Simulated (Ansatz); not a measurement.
Input

```
crystal:
  periodic: [false, false, false]
  atoms:
    - {symbol: C, position_ang: [-0.047714, -0.014624, -3.343910]}
    - {symbol: Al, position_ang: [-0.047145, 0.027924, -1.436142]}
    - {symbol: O, position_ang: [-0.043049, 0.065284, 0.195831]}
    - {symbol: Si, position_ang: [-0.041840, 0.106213, 1.918030]}
    - {symbol: H, position_ang: [0.068594, 1.003733, -3.736519]}
    - {symbol: H, position_ang: [0.783496, -0.636701, -3.700049]}
    - {symbol: H, position_ang: [-0.994953, -0.435454, -3.704890]}
    - {symbol: H, position_ang: [1.179571, -0.619823, 2.337978]}
    - {symbol: H, position_ang: [-1.289347, -0.573505, 2.338852]}
    - {symbol: H, position_ang: [-0.014878, 1.540851, 2.287443]}
basis:
  gaussian:
    orbitals: def2-TZVPD
total_charge: 1
hamiltonian:
  xc: {name: PBE0}
output: {forces: true, orbitals: {seedname: orbitals}}
```

Launched as:

```sh
ansatz run input.yaml --threads 2 --pin off --max-ram 4350MiB --events-out events.jsonl --progress --plain --runs-dir runs
```

Geometry: PBE0-D3(BJ)/pcseg-1.

Theory: isolated molecule in a Gaussian basis; Kohn-Sham density functional theory, functional PBE0 in Ansatz.

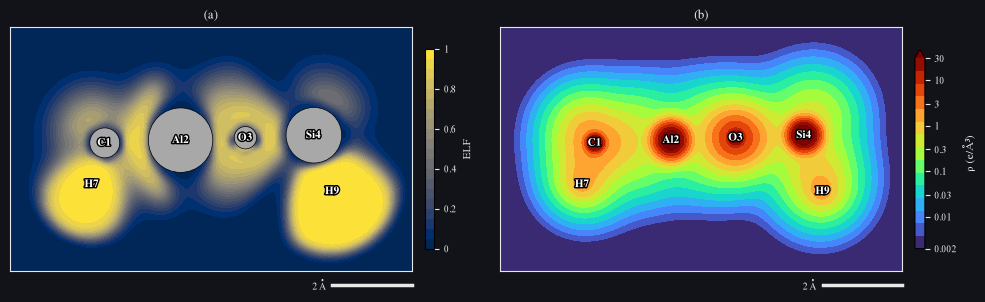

CH6AlOSi (SMILES [CH3][Al+][O][SiH3]) (charge +1). (a) electron localisation function; (b) total electron density on the plane of atoms O3, Si4 and H9. Grey discs cover the atomic cores in the ELF map.

Question: Read the bonding off the picture.

Answer: The section cuts through C, Al, O, Si and H sites. Al–O (1.63 Å): the density is about 1 e/Å³ at the midpoint; the ELF peaks at about 0.85 in the valence shell of O, 0.6 Å from its nucleus, and is about 0.40 at the midpoint. Si–O (1.72 Å): ρ is about 0.93 e/Å³ halfway; the ELF peaks at about 0.85 between the atoms; a shared but strongly polarised pair. C–Al (1.91 Å): the density is about 0.75 e/Å³ at the midpoint; the ELF peaks at about 0.90 in the valence shell of C, 0.7 Å from its nucleus, and is about 0.85 at the midpoint. C–H (1.10 Å): the density is about 2 e/Å³ at the midpoint; the ELF climbs to about 1 towards the hydrogen, as it does in any bond to H; a covalent bond by its length. Si–H (1.48 Å): ρ at the midpoint is about 0.85 e/Å³; the ELF climbs to about 1 towards the hydrogen. The ELF also peaks beside O3, away from the bonds: lone-pair regions.
